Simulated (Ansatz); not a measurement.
**Computed energy over volume and axial ratio: Ru (hcp, Mg type)**

Ru (hcp, Mg type)

```xyz
2
Lattice="2.7220 0.0000 0.0000 -1.3610 2.3573 0.0000 0.0000 0.0000 4.2907" Properties=species:S:1:pos:R:3 pbc="T T T"
Ru     0.0000     1.5716     3.2181
Ru     1.3610     0.7858     1.0727
```

Two coordinates are scanned: the volume, and the ratio of the stretch along z (the conventional c axis) to the stretch across it. Atoms keep their fractional coordinates.

These are PBE (plane waves to 420 eV, PAW, scalar-relativistic; Ansatz, a quantum-chemistry and plane-wave program) values and carry that method's errors. k mesh 20×20×11 (Γ-centred), Fermi-Dirac smearing 0.05 eV. Energies are smeared free energies. Stress and pressure are positive under compression. With partly filled bands, the response to shear is sensitive to the k mesh, so small differences along c/a are uncertain. Ru is run without spin polarisation. Ru was relaxed with its symmetry unable to fall. The PAW data are Ansatz's earlier set. The zero of ΔE is the relaxed starting cell.

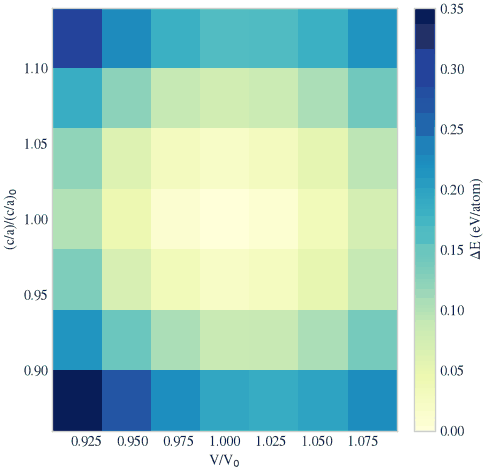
*ΔE (eV/atom) over the 7×7 grid of computed points.*

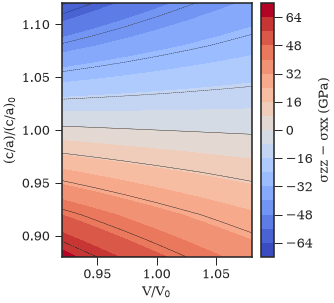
Figure: σzz − σxx (GPa) over the 7×7 grid of computed points.

The modulus against c/a change at fixed volume, (3/4V)·∂²E/∂(ln c/a)² (fit, atoms clamped) is 220 GPa. Highest place on the grid: V/V₀ = 0.920, (c/a)/(c/a)₀ = 0.880 (351 meV/atom). Lowest place on the grid: V/V₀ = 1.000, (c/a)/(c/a)₀ = 1.000 (0 meV/atom).

Near the relaxed cell σzz − σxx = −2Cδ (compression positive), C being this modulus and δ the logarithm of the ratio.

(Under strain, the slope of the energy per volume gives the stress and its curvature an elastic modulus.)
